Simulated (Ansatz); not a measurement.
## Ligand exchange: CH8O2Si2 + SiH3I → Si3H8O2 + CH3I

Species: CH8O2Si2 `CO[SiH2]O[SiH3]`, singlet; SiH3I `[SiH3]I`, singlet; Si3H8O2 `[SiH3]O[SiH2]O[SiH3]`, singlet; CH3I `CI`, singlet. The partners trade CH3 for SiH3: O–CH3 and I–SiH3 bonds give way to O–SiH3 and I–CH3.

Shapes, held fixed at every level: PBE0-D4/def2-TZVP. Flexible molecules stand in one conformer, not always the lowest. Programs: Ansatz 0.2.0. The zero-point and thermal change to 298 K, harmonic and unscaled (PBE0-D4/def2-TZVP), is -1.9 kJ/mol.

```tsv
level	kind	ΔH(298 K) (kJ/mol)	less CCSD(T)/def2-TZVPP
SPW92/def2-TZVPP	LDA	-54.1	+21.7
B3LYP-D4/def2-TZVPP	global hybrid	-72.9	+2.9
BHLYP-D4/def2-TZVPP	global hybrid	-74.9	+0.9
r2SCAN0-D4/def2-TZVPP	global hybrid	-67.2	+8.6
wB97M-V/def2-TZVPP	range-separated hybrid	-69.0	+6.8
B2PLYP/def2-TZVPP	double hybrid	-74.8	+1.0
CCSD(T)/def2-SVP	coupled cluster or CI	-51.3	+24.5
CCSD(T)/def2-TZVPP	coupled cluster or CI	-75.8	0.0
```

The highest level, CCSD(T)/def2-TZVPP, gives ΔH(298 K) = -75.8 kJ/mol; the levels span -75.8 to -51.3. The column of differences is taken from that level and isn't an error. No measured value is set beside it here. For atoms past krypton def2 sets carry core potentials with scalar relativity. Outer-core shells of I are correlated, in sets that cover them unevenly.

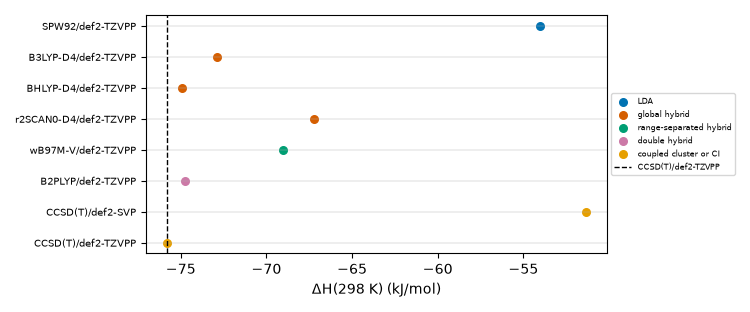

The values of the table, level by level.
